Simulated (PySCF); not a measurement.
# C2H5Cl2Ga (SMILES ClC(Cl)[CH2][GaH2]) at 5 levels

Wanted: a comparison of 5 runs (HF/STO-3G, HF/3-21G, HF/6-31G**, B3LYP/3-21G, TPSSh/3-21G) of C2H5Cl2Ga. Input form: a Python script.

The calculation is run with PySCF 2.14.0.

## Step 1: The molecule

The species is C2H5Cl2Ga (10 atoms), meant as a singlet with charge 0. As SMILES, `ClC(Cl)[CH2][GaH2]`. Geometry: a GFN2-xTB relaxation, a rough one for these elements and not checked as a minimum. This is one conformer, not always the lowest.

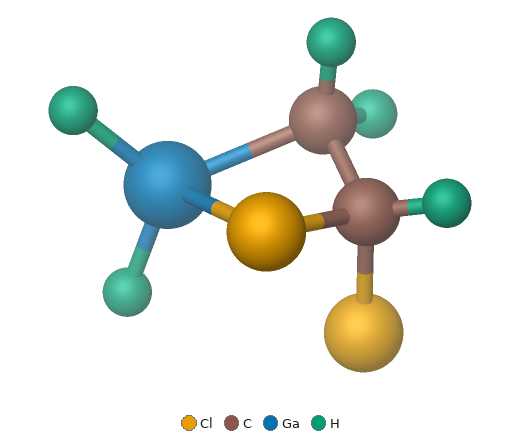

Viewed from a chosen angle; chlorine amber, carbon brown, gallium blue, hydrogen teal.

## Step 2: Energy and forces at HF/STO-3G (run 1)

Contents of job.py:

```python
import pyscf.grad
from pyscf import gto, scf

mol = gto.Mole()
mol.atom = '''
Cl    -1.284850    -0.490970     1.605200
C     -0.019710    -1.037620     0.513470
Cl     1.484580    -0.247410     1.086330
C     -0.303400    -0.444270    -0.843760
Ga     0.194300     1.429900    -0.161560
H      0.103840    -2.118850     0.608500
H      0.414670    -0.845950    -1.571690
H     -1.300950    -0.748770    -1.171130
H     -0.615290     2.294300     0.842230
H      1.326810     2.209630    -0.907600
'''
mol.basis = 'sto-3g'
mol.max_memory = 1860
mol.verbose = 4
mol.charge = 0
mol.build()

mf = scf.RHF(mol)
mf.conv_tol = 1e-10
mf.kernel()
if not mf.converged:
    mf = mf.newton().run(mf.mo_coeff, mf.mo_occ)

e_final = mf.e_tot
print('E(%s) = %.9f' % ('HF', e_final))
grad = mf.Gradients().kernel()
mf.analyze()
```

Command:

```bash
$ OMP_NUM_THREADS=1 python job.py
```

The log of the run:

```text
PySCF version 2.14.0

[... 88 lines left out ...]
Total Energy =                       -2887.718552926970006
[... 8 lines left out ...]
MO #2   energy= -103.79641436716   occ= 2
[... 6 lines left out ...]
MO #9   energy= -11.0239798875225  occ= 2
[... 6 lines left out ...]
MO #16  energy= -7.85995400222231  occ= 2
[... 6 lines left out ...]
MO #23  energy= -1.06025027160731  occ= 2
[... 6 lines left out ...]
MO #30  energy= -0.495685322910663 occ= 2
[... 6 lines left out ...]
MO #37  energy= -0.299098980065673 occ= 2
[... 6 lines left out ...]
MO #44  energy= 0.33208160345154   occ= 0
[... 6 lines left out ...]
MO #51  energy= 0.747670581224567  occ= 0
[... 64 lines left out ...]
Dipole moment(X, Y, Z, Debye):  0.32765, -2.67805, -0.58273
```

Wall time 6.3 s (1 thread of Intel Xeon at 2.70GHz, shared host); peak memory 0.13 GiB.

## Step 3: Energy and forces at HF/3-21G (run 2)

Contents of calc.py:

```python
from pyscf import gto, scf

mol = gto.Mole()
mol.atom = [
    ('Cl', (-1.284850, -0.490970, 1.605200)),
    ('C', (-0.019710, -1.037620, 0.513470)),
    ('Cl', (1.484580, -0.247410, 1.086330)),
    ('C', (-0.303400, -0.444270, -0.843760)),
    ('Ga', (0.194300, 1.429900, -0.161560)),
    ('H', (0.103840, -2.118850, 0.608500)),
    ('H', (0.414670, -0.845950, -1.571690)),
    ('H', (-1.300950, -0.748770, -1.171130)),
    ('H', (-0.615290, 2.294300, 0.842230)),
    ('H', (1.326810, 2.209630, -0.907600)),
]
mol.verbose = 4
mol.max_memory = 1860
mol.basis = '3-21g'
mol.build()

mf = scf.RHF(mol)
mf.conv_tol = 1e-10
mf.kernel()
if not mf.converged:
    mf = mf.newton().run(mf.mo_coeff, mf.mo_occ)

etot = mf.e_tot
print('Final energy', etot)
grad = mf.nuc_grad_method().kernel()
mf.analyze()
```

Command:

```bash
$ OMP_NUM_THREADS=1 python calc.py
```

The log of the run:

```text
PySCF version 2.14.0

[... 81 lines left out ...]
Nuclear Repulsion Energy =             546.615272795078113
[... 11 lines left out ...]
MO #6   energy= -42.2223943974489  occ= 2
[... 9 lines left out ...]
MO #16  energy= -7.9849760104935   occ= 2
[... 9 lines left out ...]
MO #26  energy= -1.10165680908476  occ= 2
[... 9 lines left out ...]
MO #36  energy= -0.509185664278468 occ= 2
[... 9 lines left out ...]
MO #46  energy= 0.221427412619     occ= 0
[... 9 lines left out ...]
MO #56  energy= 0.703715970834043  occ= 0
[... 9 lines left out ...]
MO #66  energy= 1.0512543526933    occ= 0
[... 9 lines left out ...]
MO #76  energy= 2.19525188493959   occ= 0
[... 89 lines left out ...]
Dipole moment(X, Y, Z, Debye): -0.24392, -2.63435, -1.01536
```

Wall time 6.9 s (1 thread of Intel Xeon at 2.70GHz, shared host); peak memory 0.15 GiB.

Run 3 isn't shown in full; the table further down has it.

## Step 4: Energy and gradient at B3LYP/3-21G (run 4)

Contents of input.xyz:

```xyz
10
C2H5Cl2Ga
Cl    -1.284850    -0.490970     1.605200
C     -0.019710    -1.037620     0.513470
Cl     1.484580    -0.247410     1.086330
C     -0.303400    -0.444270    -0.843760
Ga     0.194300     1.429900    -0.161560
H      0.103840    -2.118850     0.608500
H      0.414670    -0.845950    -1.571690
H     -1.300950    -0.748770    -1.171130
H     -0.615290     2.294300     0.842230
H      1.326810     2.209630    -0.907600
```

Contents of calc.py:

```python
# ClC(Cl)[CH2][GaH2]
from pyscf import gto, dft

mol = gto.M(
    atom='input.xyz',
    max_memory=1860,
    basis='3-21g',
    charge=0,
    verbose=3,
)

myscf = dft.RKS(mol)
myscf.xc = 'b3lyp'
myscf.conv_tol = 1e-10
myscf.grids.level = 5
myscf.kernel()
if not myscf.converged:
    myscf = myscf.newton().run(myscf.mo_coeff, myscf.mo_occ)

energy = myscf.e_tot
print('E = %.10f Eh' % energy)
grad = myscf.nuc_grad_method().kernel()
myscf.analyze()
```

Command:

```bash
$ OMP_NUM_THREADS=1 python calc.py
```

The log of the run:

```text
converged SCF energy = -2910.18387956994
[... 13 lines left out ...]
MO #4   energy= -45.6802691730003  occ= 2
[... 8 lines left out ...]
MO #13  energy= -7.20520676168997  occ= 2
[... 8 lines left out ...]
MO #22  energy= -0.976581222916145 occ= 2
[... 8 lines left out ...]
MO #31  energy= -0.541021207746504 occ= 2
[... 8 lines left out ...]
MO #40  energy= -0.282894120493621 occ= 2
[... 8 lines left out ...]
MO #49  energy= 0.14557666364115   occ= 0
[... 8 lines left out ...]
MO #58  energy= 0.562819821871545  occ= 0
[... 8 lines left out ...]
MO #67  energy= 0.852232109452313  occ= 0
[... 8 lines left out ...]
MO #76  energy= 1.92937055978335   occ= 0
[... 11 lines left out ...]
Dipole moment(X, Y, Z, Debye): -0.08280, -2.61782, -0.71291
```

It took 33 s on 1 thread of Intel Xeon at 2.70GHz, shared host; peak memory 0.75 GiB.

## Step 5: Energy and forces at TPSSh/3-21G (run 5)

Contents of geometry.xyz:

```xyz
10
C2H5Cl2Ga
Cl    -1.284850    -0.490970     1.605200
C     -0.019710    -1.037620     0.513470
Cl     1.484580    -0.247410     1.086330
C     -0.303400    -0.444270    -0.843760
Ga     0.194300     1.429900    -0.161560
H      0.103840    -2.118850     0.608500
H      0.414670    -0.845950    -1.571690
H     -1.300950    -0.748770    -1.171130
H     -0.615290     2.294300     0.842230
H      1.326810     2.209630    -0.907600
```

Contents of run.py:

```python
import pyscf.grad
from pyscf import gto, dft

mol = gto.M(
    atom='geometry.xyz',
    max_memory=1860,
    charge=0,
    verbose=4,
    basis='3-21g',
)

mf = dft.RKS(mol)
mf.xc = 'tpssh'
mf.grids.level = 5
mf.conv_tol = 1e-10
mf.kernel()
if not mf.converged:
    mf = mf.newton().run(mf.mo_coeff, mf.mo_occ)

etot = mf.e_tot
print('Final energy', etot)
grad = mf.Gradients().kernel()
dip = mf.dip_moment()
pop, q = mf.mulliken_pop()
```

Command:

```bash
$ OMP_NUM_THREADS=1 python run.py
```

The log of the run:

```text
PySCF version 2.14.0

[... 77 lines left out ...]
converged SCF energy = -2910.11345305252
Final energy -2910.113453052516
[... 12 lines left out ...]
Dipole moment(X, Y, Z, Debye): -0.08988, -2.63397, -0.75432
[... 87 lines left out ...]
charge of    9H =     -0.15468
```

Wall time 48 s (1 thread of Intel Xeon at 2.70GHz, shared host); peak memory 0.75 GiB.

## Step 6: The series

```
run                             level  integration grid   energy (Eh)  dipole moment (D)  HOMO energy (eV)  LUMO energy (eV)  wall time
  1                         HF/STO-3G                 –  -2887.718553               2.76             -6.87              6.96      6.3 s
  2                          HF/3-21G                 –  -2906.581134               2.83            -10.69              2.48      6.9 s
  3  HF/6-31G** (spherical functions)                 –  -2920.518079               2.73            -10.64              2.36       60 s
  4                       B3LYP/3-21G                 5  -2910.183880               2.71             -7.38             -0.82       33 s
  5                       TPSSh/3-21G                 5  -2910.113453               2.74             -7.08             -1.15       48 s
```

## Step 7: What came out

```
                       quantity           value
            run 5: total energy  -2910.11345 Eh
           run 5: dipole moment          2.74 D
             run 5: HOMO energy        -7.08 eV
             run 5: LUMO energy        -1.15 eV
           run 5: HOMO–LUMO gap         5.93 eV
run 5: largest force on an atom      3.435 eV/Å
```

The dipole moment (its size) runs from 2.71 D (B3LYP/3-21G) to 2.83 D (HF/3-21G). The HOMO–LUMO gap runs from 5.93 eV (TPSSh/3-21G) to 13.82 eV (HF/STO-3G). The two ends differ in method and basis. Totals of different functionals can't be ranked against each other. In run 1 the basis is minimal, so the values are rough. All runs together took 2.6 min, the longest 60 s.
